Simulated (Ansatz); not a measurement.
CH₆O₂Si

Input

```
crystal:
  periodic: [false, false, false]
  atoms:
    - { symbol: Si, position_ang: [0.0, 0.0, 0.0] }
    - { symbol: C, position_ang: [0.0, 0.0, 1.87] }
    - { symbol: H, position_ang: [-0.9996, -0.3092, 2.2405] }
    - { symbol: H, position_ang: [0.7676, -0.7111, 2.2405] }
    - { symbol: H, position_ang: [0.232, 1.0203, 2.2405] }
    - { symbol: H, position_ang: [1.3768, 0.0, -0.4862] }
    - { symbol: O, position_ang: [-0.7913, 1.3709, -0.5594] }
    - { symbol: H, position_ang: [-1.7491, 1.1401, -0.7818] }
    - { symbol: O, position_ang: [-0.7913, -1.3709, -0.5594] }
    - { symbol: H, position_ang: [-1.2459, -1.8365, 0.2129] }
basis:
  gaussian: { orbitals: "6-31G" }
hamiltonian:
  xc: r2scan
  dispersion: d4
relax:
  f_tol: 0.02
  max_steps: 40
output:
  orbitals: {}
```

Run with:

```sh
ansatz run input.yaml --threads 1 --pin off --max-ram 2048MiB --backend cpu --events-out ev --progress --plain --runs-dir out
```

The fields are those of the run's last geometry, not of the input's.

Theory: RKS r2SCAN-D4/6-31G (Ansatz).

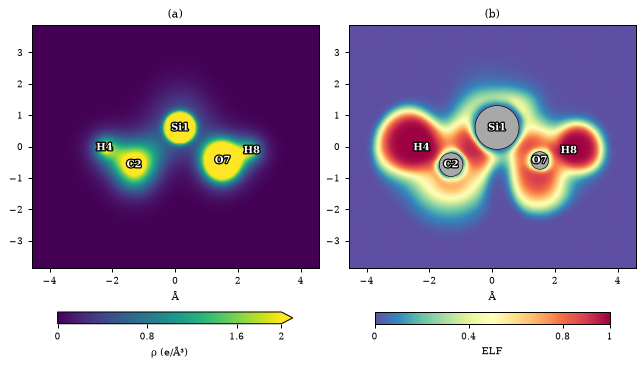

Figure 1. (a) electron density; (b) ELF on the plane of atoms Si1, C2 and H4. Grey discs cover the atomic cores in the ELF map.

What do the fields say about this system?

Answer. Atoms in the plane: Si, C, H and O. Si–O (1.72 Å): ρ at the midpoint is about 0.82 e/Å³; the ELF peaks at about 0.85 between the atoms; a polar covalent bond. C–Si (1.88 Å): ρ is about 0.85 e/Å³ halfway; the ELF peaks at about 0.95 between the atoms; localised, covalent bonding. O–H (0.97 Å): ρ is about 3.4 e/Å³ halfway; the ELF climbs to about 1 towards the hydrogen, as it does in any bond to H: an ordinary covalent bond to hydrogen. C–H (1.10 Å): the density is about 1.8 e/Å³ at the midpoint; the ELF climbs to about 1 towards the hydrogen; a covalent bond by its length. The ELF also peaks beside O7, away from the bonds: lone-pair regions.

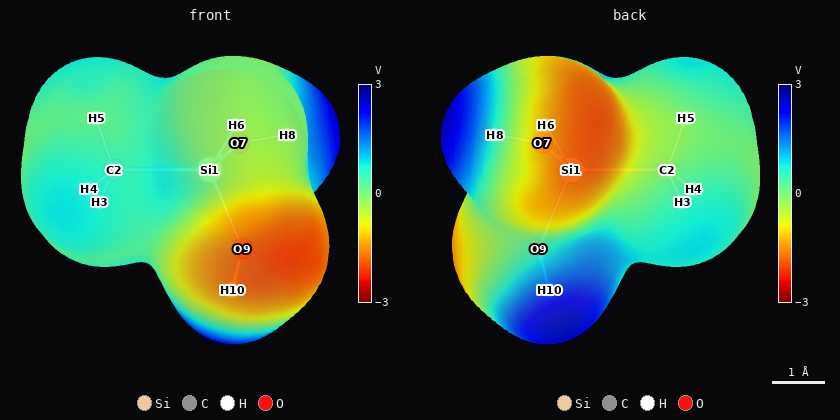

Figure 2. The molecular electrostatic potential painted on the density surface at 0.002 e/bohr³, seen from the front and from behind; red is negative and blue positive.

Which sites attract a positive test charge, and which a negative one?

Answer. A positive charge is drawn to the negative regions and a negative charge to the positive ones. The most negative region (about −2.1 V) lies over O7 and O9, the most positive (about +2.6 V) over H8 and H10.

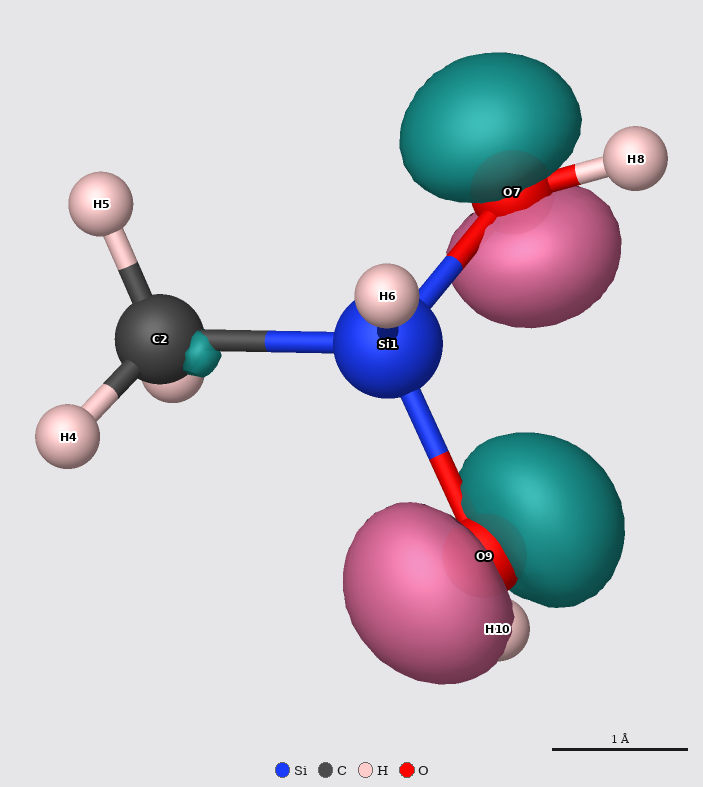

Figure 3. The HOMO at ±0.2 Å⁻³ᐟ² (teal and pink are the two phases), seen at a tilt.

Describe this orbital and give its energy.

Answer. Its weight (Hirshfeld) is mainly on O9 (about 45 %) and O7 (about 35 %); largely a combination of lone pairs on O9 and O7. Its energy is −7.09 eV.

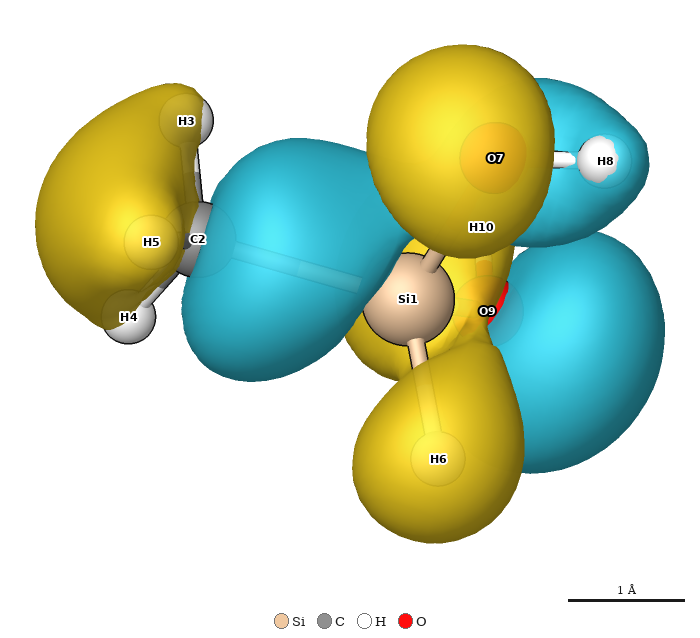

Figure 4. The HOMO−1 at ±0.08 Å⁻³ᐟ² (yellow and cyan are the two phases), seen from one side.

Describe this orbital and give its energy.

Answer. It lies mainly on O9 (about 45 %), O7 (about 15 %), C2 (about 15 %) and Si1 (about 10 %). Its energy is −7.31 eV.
